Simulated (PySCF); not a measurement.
**ZnN (quartet): density, localisation and related maps**

```xyz
2

Zn    0.0000    0.0000   -0.3698
N     0.0000    0.0000    1.6882
```

The calculation used PBE0/cc-pVDZ(-PP), non-relativistic Hamiltonian with scalar-relativistic core potentials where named, at a bond length of 2.058 Å (PySCF).

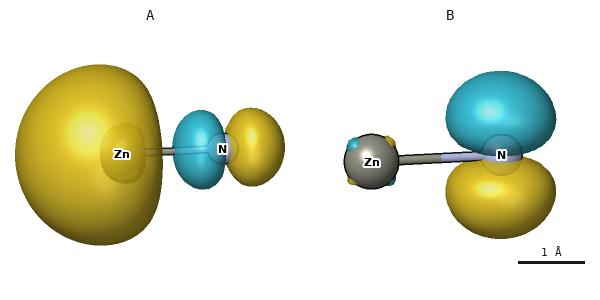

Figure 1. Two frontier α-spin orbitals, each drawn at the value that holds 80 % of its norm (yellow and cyan are the two phases), in no order; of a degenerate pair one member is drawn.

Name the orbitals and rank them from lowest to highest energy.

Answer. Orbital B: π, occupied in this spin, −9.27 eV; mainly on N (95 %).
Orbital A: σ, occupied in this spin, −6.07 eV; mainly on Zn (80 %).

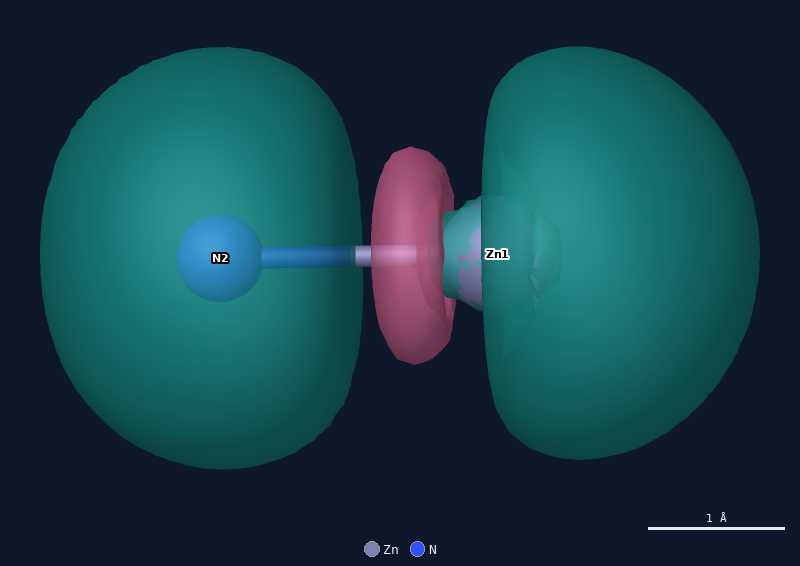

Figure 2. Isosurfaces of the spin density (α minus β) at +0.015 (teal) and −0.015 e/Å³ (pink), seen from one side.

Where is the unpaired spin?

Answer. The unpaired spin (3 electrons) lies mostly on N2 (about 2.3) and Zn1 (about 0.7), in electrons by Hirshfeld's partition.

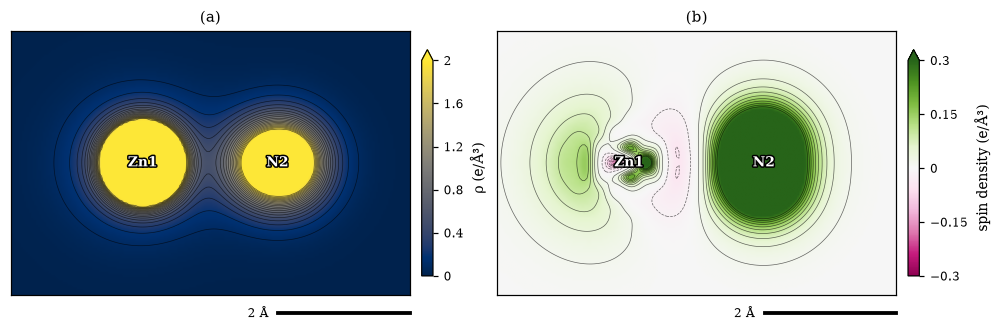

Figure 3. (a) total electron density; (b) spin density on a plane that holds the molecular axis.

Interpret the plot.

Answer. The plane passes through Zn and N nuclei.
Zn–N (2.06 Å): the density is about 0.54 e/Å³ at the midpoint.
